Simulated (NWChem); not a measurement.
# C3H5N (SMILES [N]C1CC1): levels of theory compared

Aim: a comparison of 3 runs (UHF/def2-SVP, UPBE0/def2-SVP, UTPSS/3-21G) of C3H5N. 

Program for the calculation: NWChem 7.3.0.

## (1) Starting point

The species is C3H5N (9 atoms), meant as a triplet with charge 0. As SMILES, `[N]C1CC1`. Geometry: relaxed at GFN2-xTB.

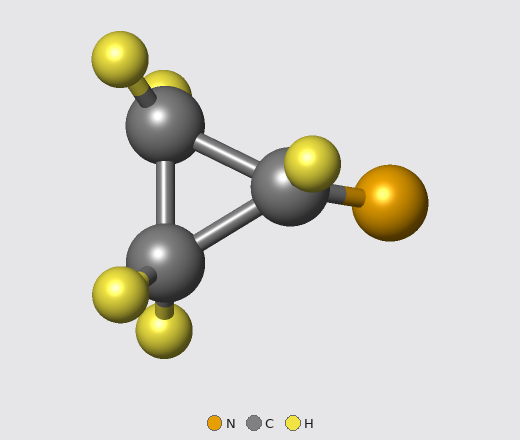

The structure, seen from a chosen angle (nitrogen amber, carbon grey, hydrogen yellow).

## (2) Energy and gradient at UHF/def2-SVP (run 1)

The input, a.xyz:

```xyz
9

N     -0.672560    -0.290730    -1.831260
C     -0.406810     0.316100    -0.704710
C      0.876470     0.057460     0.121800
C     -0.426010    -0.392510     0.671750
H     -0.747980     1.359660    -0.659540
H      1.547550    -0.686570    -0.278390
H      1.356440     0.927260     0.543520
H     -0.652630    -1.447140     0.651320
H     -0.874470     0.156480     1.485500
```

The input, run.py:

```python
from ase.io import read
from ase.calculators.nwchem import NWChem

mol = read('a.xyz')

calc = NWChem(
    label='a',
    theory='scf',
    memory='2200 mb',
    basis='def2-SVP',
    basispar='spherical bse',
    scf={'nopen': '2', 'uhf': None, 'thresh': '1e-08', 'maxiter': '80'},
)
mol.calc = calc

forces = mol.get_forces()
print(f"energy = {mol.get_potential_energy():.6f} eV")
print("forces (eV/A):")
for s, f in zip(mol.symbols, forces):
    print(f"{s:2s} {f[0]:10.5f} {f[1]:10.5f} {f[2]:10.5f}")
```

Command:

```
$ export ASE_NWCHEM_COMMAND="nwchem PREFIX.nwi > PREFIX.nwo"
$ python run.py
```

Output:

```text
energy = -4645.990916 eV
forces (eV/A):
N    -0.63948   -1.99734   -3.14904
C     1.01960    2.24606    4.25528
C    -0.57346    0.00180   -0.51854
C    -0.02191    0.18831   -0.75220
H     0.04844   -0.24945   -0.08557
H     0.11313   -0.14753    0.01424
H     0.07163    0.08675    0.06932
H     0.02221   -0.17751    0.04926
H    -0.04016    0.04885    0.11719
```

The calculator wrote a.nwi:

```
title "a"

permanent_dir a

scratch_dir a

start a

geometry units angstrom nocenter noautosym noautoz
  N  -6.7256000000000005e-01 -2.9072999999999999e-01 -1.8312600000000001e+00
  C  -4.0681000000000000e-01 3.1609999999999999e-01 -7.0470999999999995e-01
  C  8.7646999999999997e-01 5.7459999999999997e-02 1.2180000000000001e-01
  C  -4.2601000000000000e-01 -3.9251000000000003e-01 6.7174999999999996e-01
  H  -7.4797999999999998e-01 1.3596600000000001e+00 -6.5954000000000002e-01
  H  1.5475500000000000e+00 -6.8657000000000001e-01 -2.7839000000000003e-01
  H  1.3564400000000001e+00 9.2725999999999997e-01 5.4352000000000000e-01
  H  -6.5263000000000004e-01 -1.4471400000000001e+00 6.5132000000000001e-01
  H  -8.7446999999999997e-01 1.5648000000000001e-01 1.4855000000000000e+00
end

memory 2200 mb

basis spherical bse noprint
   * library def2-SVP
end

scf
  nopen 2
  uhf
  thresh 1e-08
  maxiter 80
end

task scf gradient
```

a.nwo:

```text
Northwest Computational Chemistry Package (NWChem) 7.3.0
             --------------------------------------------------------

           Job information
           ---------------

    nwchem branch   = 7.3.0
    use scalapack   = T
    input           = a.nwi
    prefix          = a.
    data base       = a/a.db
    status          = startup
    nproc           =        1

           Memory information
           ------------------

    heap     =     72089598 doubles =      550.0 Mbytes
    stack    =     72089595 doubles =      550.0 Mbytes
    global   =    144179200 doubles =     1100.0 Mbytes (distinct from heap & stack)
    total    =    288358393 doubles =     2200.0 Mbytes
    verify   = yes
    hardfail = no

           Directory information
           ---------------------

  0 permanent = a
  0 scratch   = a

                                NWChem Input Module
                                -------------------

                                         a
                                         -

[... 25 lines left out ...]
            Nuclear Dipole moment (a.u.)
[... 92 lines left out ...]
 1-e energy   =    -444.699110
[... 7 lines left out ...]
         Quadratically convergent UHF
[... 15 lines left out ...]
       Final UHF  results
[... 3 lines left out ...]
      One electron energy =   -447.307602291956
[... 1 line left out ...]
 Nuclear repulsion energy =    109.883545591374
[... 38 lines left out ...]
          Final beta eigenvalues
[... 206 lines left out ...]
                     UHF Final Beta Molecular Orbital Analysis
[... 231 lines left out ...]
     1   1 0 0      0.258981      4.797856      2.674417     -7.213292
[... 8 lines of this table left out ...]
     2   0 0 2    -22.656184    -80.943842    -58.449097    116.736754

                              NWChem Gradients Module
                              -----------------------

                                         a

  wavefunction    =   UHF

                         UHF ENERGY GRADIENTS

    atom               coordinates                        gradient
                 x          y          z           x          y          z
   1 N      -1.270954  -0.549400  -3.460580    0.012436   0.038842   0.061239
   2 C      -0.768759   0.597342  -1.331709   -0.019828  -0.043679  -0.082752
   3 C       1.656288   0.108584   0.230169    0.011152  -0.000035   0.010084
[... 5 lines of this table left out ...]
   9 H      -1.652509   0.295704   2.807188    0.000781  -0.000950  -0.002279

                 ----------------------------------------
                 |  Time  |  1-e(secs)   |  2-e(secs)   |
                 ----------------------------------------
                 |  CPU   |       0.01   |       1.36   |
                 ----------------------------------------
                 |  WALL  |       0.01   |       1.36   |
                 ----------------------------------------

 Task  times  cpu:       14.7s     wall:       14.7s
 Total times  cpu:       14.7s     wall:       14.7s
```

Wall time 16 s (1 thread of Intel Xeon Platinum 8488C (Sapphire Rapids), shared host); peak memory 0.1 GiB.

## (3) Energy and forces at UPBE0/def2-SVP (run 2)

The input, job.nw:

```
start job
memory 2200 mb

geometry units angstroms noautosym nocenter noautoz
   N    -0.672560   -0.290730   -1.831260
   C    -0.406810    0.316100   -0.704710
   C     0.876470    0.057460    0.121800
   C    -0.426010   -0.392510    0.671750
   H    -0.747980    1.359660   -0.659540
   H     1.547550   -0.686570   -0.278390
   H     1.356440    0.927260    0.543520
   H    -0.652630   -1.447140    0.651320
   H    -0.874470    0.156480    1.485500
end

basis spherical bse
   N library def2-SVP
   C library def2-SVP
   H library def2-SVP
end

dft
   xc pbe0
   mult 3
   grid xfine
   convergence energy 1e-08
   maxiter 100
   mulliken
   print low
end

task dft gradient
```

Command:

```
$ nwchem job.nw > job.out
```

Output:

```text
[...]
 d= 0,ls=0.0,diis     1   -171.5322929955 -2.81D+02  6.82D-03  8.23D-02     5.9
[...]
 d= 0,ls=0.0,diis    11   -171.6078497706 -6.07D-09  3.93D-07  7.13D-10    59.9
[...]
         Total DFT energy =     -171.607849770636
      One electron energy =     -447.753978214506
           Coulomb energy =      191.061819141341
    Exchange-Corr. energy =      -24.799236288844
 Nuclear repulsion energy =      109.883545591374
[...]
      Total Density - Mulliken Population Analysis
     ---------------------------------------------
    Atom       Charge   Shell Charges
 -----------   ------   -------------------------------------------------------
    1 N    7     7.12   1.99  1.10  0.74  2.14  1.14  0.02
    2 C    6     6.15   1.99  0.91  0.24  2.15  0.81  0.06
    3 C    6     6.05   1.99  0.90  0.22  2.11  0.80  0.04
    4 C    6     6.05   1.99  0.90  0.22  2.11  0.80  0.04
    5 H    1     0.92   0.73  0.17  0.02
    6 H    1     0.92   0.74  0.16  0.02
    7 H    1     0.93   0.74  0.16  0.02
    8 H    1     0.92   0.74  0.16  0.02
    9 H    1     0.93   0.74  0.16  0.02
[...]
      <S2> =      2.0132 (Exact =     2.0000)
                         DFT ENERGY GRADIENTS
    atom               coordinates                        gradient
                 x          y          z           x          y          z
   1 N      -1.270954  -0.549400  -3.460580    0.008377   0.026950   0.041890
   2 C      -0.768759   0.597342  -1.331709   -0.013039  -0.022894  -0.049666
   3 C       1.656288   0.108584   0.230169    0.012182   0.001433   0.003516
   4 C      -0.805042  -0.741736   1.269423   -0.005161  -0.004502   0.010870
   5 H      -1.413477   2.569385  -1.246350    0.001630  -0.004983  -0.000275
   6 H       2.924445  -1.297429  -0.526081   -0.005726   0.007521   0.003884
   7 H       2.563300   1.752267   1.027104   -0.004059  -0.008200  -0.003781
   8 H      -1.233292  -2.734698   1.230816    0.001688   0.010067   0.000804
   9 H      -1.652509   0.295704   2.807188    0.004108  -0.005392  -0.007243
 Task  times  cpu:       68.3s     wall:       68.3s
[...]
```

Wall time 69 s (1 thread of Intel Xeon Platinum 8488C (Sapphire Rapids), shared host); peak memory 0.14 GiB.

## (4) Energy and forces at UTPSS/3-21G (run 3)

The input, nw.nw:

```
echo
start nw
title "C3H5N"
memory 2200 mb

geometry noautosym nocenter noautoz
N       -0.672560      -0.290730      -1.831260
C       -0.406810       0.316100      -0.704710
C        0.876470       0.057460       0.121800
C       -0.426010      -0.392510       0.671750
H       -0.747980       1.359660      -0.659540
H        1.547550      -0.686570      -0.278390
H        1.356440       0.927260       0.543520
H       -0.652630      -1.447140       0.651320
H       -0.874470       0.156480       1.485500
end

basis spherical bse
N library 3-21G
C library 3-21G
H library 3-21G
end

dft
xc xtpss03 ctpss03
mult 3
grid xfine
convergence energy 1e-08
iterations 100
mulliken
print medium
end

task dft gradient
```

Command:

```
$ nwchem nw.nw > nw.out
```

Output:

```text
[...]
          Wavefunction type:  spin polarized.
          No. of atoms     :     9
          No. of electrons :    30
[...]
          Charge           :     0
          Spin multiplicity:     3
[...]
          AO basis - number of functions:    46
[...]
              XC Information
              --------------
                  TPSS metaGGA Exchange Functional  1.000
             TPSS03 metaGGA Correlation Functional  1.000
[...]
 d= 0,ls=0.0,diis     1   -170.9293669657 -2.81D+02  2.01D-02  1.20D-01     3.7
[...]
 d= 0,ls=0.0,diis    11   -171.0142590076 -7.30D-09  9.63D-07  7.06D-10    39.2
[...]
         Total DFT energy =     -171.014259007611
      One electron energy =     -446.689308539291
           Coulomb energy =      190.804386037930
    Exchange-Corr. energy =      -25.012882097624
 Nuclear repulsion energy =      109.883545591374
[...]
      Total Density - Mulliken Population Analysis
     ---------------------------------------------
    Atom       Charge   Shell Charges
 -----------   ------   -------------------------------------------------------
    1 N    7     7.26   1.99  0.43  1.65  1.55  1.65
    2 C    6     6.13   1.99  0.39  1.73  0.88  1.15
    3 C    6     6.40   1.99  0.37  1.68  1.08  1.28
    4 C    6     6.40   1.99  0.37  1.68  1.08  1.28
    5 H    1     0.75   0.47  0.28
    6 H    1     0.76   0.48  0.28
    7 H    1     0.77   0.48  0.29
    8 H    1     0.76   0.48  0.28
    9 H    1     0.77   0.48  0.29
[...]
      <S2> =      2.0089 (Exact =     2.0000)
[...]
  wavefunction    = open shell
                         DFT ENERGY GRADIENTS
    atom               coordinates                        gradient
                 x          y          z           x          y          z
   1 N      -1.270954  -0.549400  -3.460580    0.013832   0.039830   0.065358
   2 C      -0.768759   0.597342  -1.331709   -0.003016  -0.045542  -0.044461
   3 C       1.656288   0.108584   0.230169   -0.020396  -0.002469  -0.000400
   4 C      -0.805042  -0.741736   1.269423    0.011994   0.008783  -0.014052
   5 H      -1.413477   2.569385  -1.246350   -0.000587  -0.002642  -0.003617
   6 H       2.924445  -1.297429  -0.526081   -0.002342   0.005224   0.002639
   7 H       2.563300   1.752267   1.027104   -0.001828  -0.005312  -0.002700
   8 H      -1.233292  -2.734698   1.230816    0.000277   0.006107   0.001588
   9 H      -1.652509   0.295704   2.807188    0.002066  -0.003979  -0.004355
[...]
```

It took 48 s on 1 thread of Intel Xeon Platinum 8488C (Sapphire Rapids), shared host; peak memory 0.13 GiB.

## (5) All runs side by side

```
run           level  iteration cap  module  energy (Eh)  dipole moment (D)  HOMO energy (eV)  LUMO energy (eV)  wall time
  1    UHF/def2-SVP             80     scf  -170.737018               2.46             -9.96              3.60       16 s
  2  UPBE0/def2-SVP            100     dft  -171.607850                  –                 –                 –       69 s
  3     UTPSS/3-21G            100     dft  -171.014259               2.66             -4.68             -2.29       48 s
```

## (6) What came out

| quantity | value |
| --- | --- |
| run 3: total energy | -171.01426 Eh |
| run 3: dipole moment | 2.66 D |
| run 3: HOMO energy (highest over α and β) | -4.68 eV |
| run 3: LUMO energy (lowest over α and β) | -2.29 eV |
| run 3: ⟨S²⟩ | 2.009 |
| run 3: largest force on an atom | 4.000 eV/Å |

**Reading.** Totals of different functionals can't be ranked against each other. All runs together took 2.2 min, the longest 69 s.
